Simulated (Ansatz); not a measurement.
CH₂F₃OSi (SMILES FC(F)(F)O[SiH2]) (doublet)

Input

```
crystal:
  periodic: [false, false, false]
  atoms:
    - {symbol: F, position_ang: [0.488283, -1.620183, 0.376349]}
    - {symbol: C, position_ang: [1.037999, -0.504279, -0.125017]}
    - {symbol: F, position_ang: [1.872655, -0.028733, 0.805586]}
    - {symbol: F, position_ang: [1.758977, -0.844503, -1.184414]}
    - {symbol: O, position_ang: [0.121291, 0.395446, -0.473855]}
    - {symbol: Si, position_ang: [-1.225456, 0.887806, 0.403611]}
    - {symbol: H, position_ang: [-2.134977, -0.272260, 0.605714]}
    - {symbol: H, position_ang: [-1.826671, 1.929504, -0.463775]}
basis:
  gaussian: {orbitals: def2-TZVPP}
magnetization: {spin_polarized: true, initial_magnetization: 1}
hamiltonian: {xc: pbe0, dispersion: d4}
output: {orbitals: {seedname: orbitals}}
```

Command:

```sh
ansatz run in.yaml --threads 2 --pin off --events-out ev --progress --plain --max-ram 20480MiB --backend cpu
```

Geometry: PBE0-D4/def2-TZVP.

These are results of UKS PBE0-D4/def2-TZVPP (Ansatz 0.2.0), not measurements.

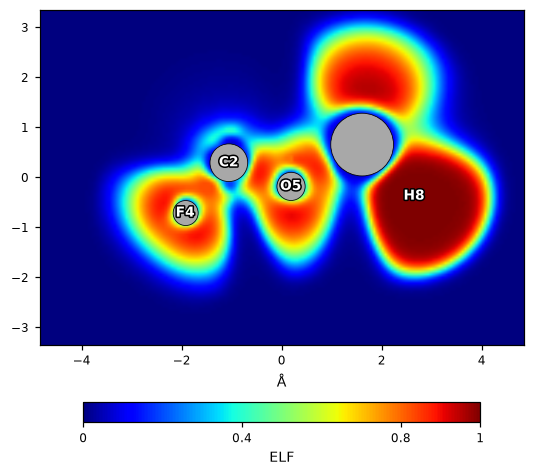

Figure 1. ELF on the plane of atoms F4, C2 and O5. Grey discs cover the atomic cores.

What do the fields say about this system?

Atoms in the plane: C, F, O and H.
C–F (1.33 Å): the ELF peaks at about 0.85 between the atoms, as expected for a shared but strongly polarised pair.
C–O (1.33 Å): the ELF peaks at about 0.90 between the atoms; a polar covalent bond.
The ELF also peaks beside F4, O5 and Si6, away from the bonds: non-bonding electrons, paired or unpaired.

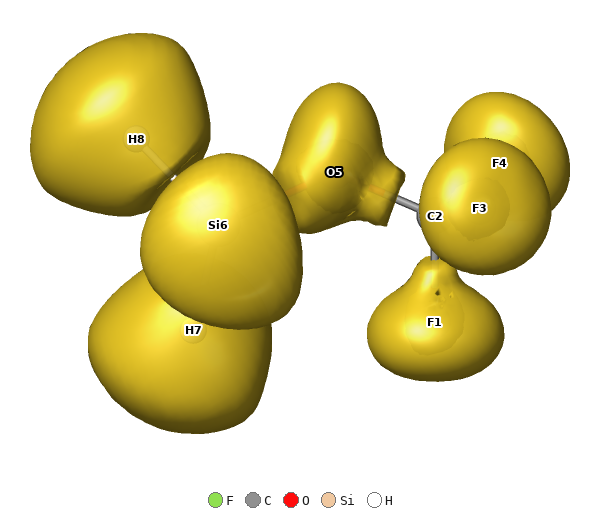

Figure 2. Isosurface of the ELF at 0.75 (yellow), seen at a tilt. Only the valence region is drawn (cores and ρ < 0.01 e/Å³ removed).

What do the ELF domains correspond to?

The surface consists of two regions around hydrogen nuclei, three regions on F in which the atom's valence shell and bonds are merged, one region on O in which the atom's valence shell and bonds are merged and one lobe on Si, pointing away from the bonds (non-bonding electrons).

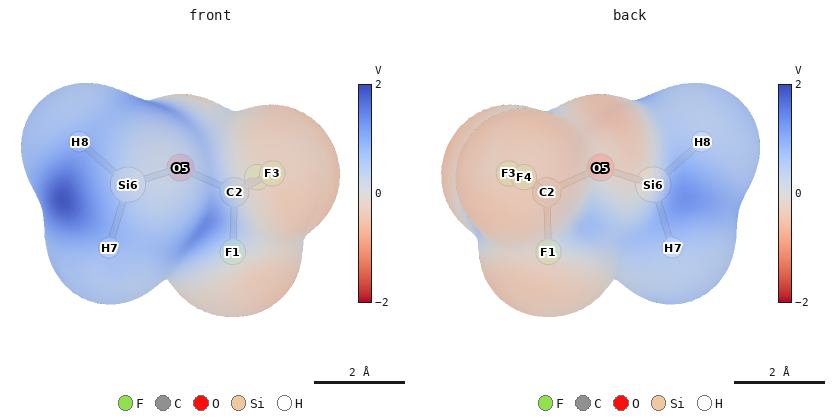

Figure 3. The electrostatic potential painted on the density surface at 0.002 e/bohr³, seen from the front and from behind; red is negative and blue positive.

Describe the electrostatic potential map.

The most negative region (about −0.5 V) lies over F3, F4 and O5, the most positive (about +1.8 V) over Si6.

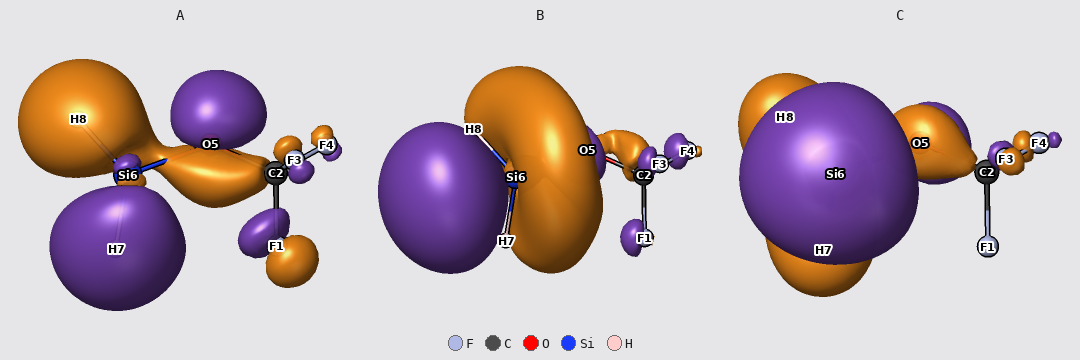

Figure 4. Three frontier orbitals at ±0.08 Å⁻³ᐟ² (orange and purple are the two phases), in no order.

Which picture is the HOMO−1, the HOMO and the LUMO? All are α orbitals.

A is the HOMO−1 (α) (−10.18 eV). Its weight (Hirshfeld) is mainly on Si6 (about 30 %), O5 (about 25 %), H7 (about 20 %) and H8 (about 20 %). C is the HOMO (α) (−6.81 eV). By Hirshfeld shares it lies mainly on Si6 (about 75 %), O5 (about 10 %), H7 (about 10 %) and H8 (about 5 %). B is the LUMO (α) (−0.34 eV). It lies mainly on Si6 (about 70 %), O5 (about 10 %), H8 (about 10 %) and H7 (about 10 %).

What is the gap between the highest occupied and lowest empty α orbitals?

6.47 eV between the orbital energies.
